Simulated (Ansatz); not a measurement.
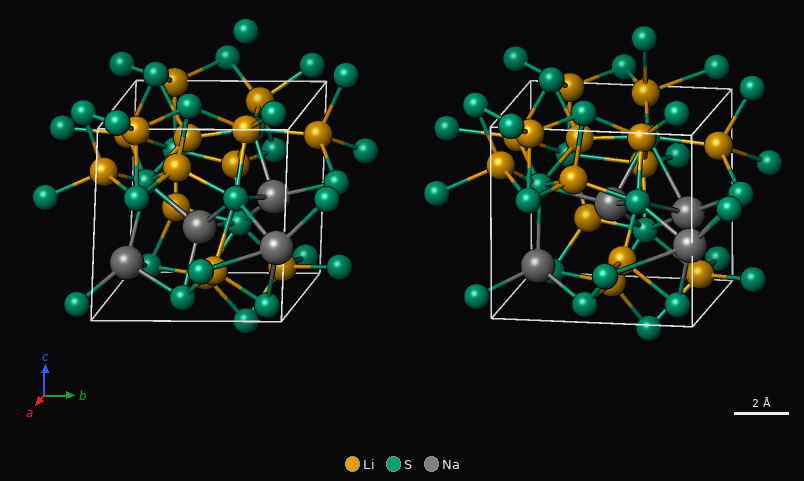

Two geometries of an amorphous cell of composition NaLi$_{3}$S$_{2}$ (coarse preliminary run), drawn at one scale. One is the start of a relaxation, the other its converged end. A ball-and-stick model of the cell of the calculation (origin shifted), seen slightly off an axis.

Theory: DFT PBE+D3(BJ), scalar-relativistic, plane waves, PAW in Ansatz. (plane-wave cutoff 420 eV; k-point mesh 2 × 2 × 2; occupations gaussian; smearing width 0.1 eV; mesh shifted by (0.5, 0.5, 0.5); no spin polarisation; cell and atoms relaxed; force threshold 0.04 eV/Å; at most 70 steps)

Which of the two is the end point?

Answer. The left one is the relaxed one. Case: the last frame of the dynamics. The largest move relative to the cell is that of a Na atom, 1.13 Å along [3 −1 −3]. By element the largest moves are Na 1.13 Å, Li 0.96 Å, S 0.33 Å. The drawn cell changes as follows: a 7.431 → 7.278 Å (−2.1 %), b 7.651 → 7.261 Å (−5.1 %), c 7.356 → 7.353 Å (0.0 %), α 89.3° → 85.2°, β 88.7° → 90.5°, γ 88.8° → 88.4°; the volume changes by −7.4 %. Among the contacts that change: Na–S 2.866 → 4.259 Å, Na–S 3.993 → 2.728 Å, Li–S 3.714 → 2.537 Å, Li–S 3.534 → 2.468 Å. New bonds form: Li–S (3.53 → 2.47 Å), Li–S (3.71 → 2.54 Å), Na–S (3.84 → 3.11 Å), Na–S (3.99 → 2.73 Å). Bonds break: Li–S (2.75 → 3.79 Å), Na–S (2.87 → 4.26 Å). Among the angles between lasting bonds that change: S–Li–S 104.8° → 131.3°, S–Na–S 124.7° → 99.0°, S–Na–S 74.2° → 97.2°. After 10 accepted moves (11 points after the start) the energy has fallen by 54.7 meV per atom. Largest force component: 0.85 eV/Å at the start, 0.014 eV/Å at the end. The pressure goes from −1.67 to 0.02 GPa. The SCF was repeated once at an unchanged geometry on a basis and grid sized afresh for the cell, which shifted the energy by less than 0.05 meV per atom at most. Cost: 3.8 min on 2 threads of Arm Neoverse N1 (shared host), peak memory 0.73 GiB.

Limits of the set-up: the periodic images lie only 7.4 Å apart, so the values are limited by the cell's size.
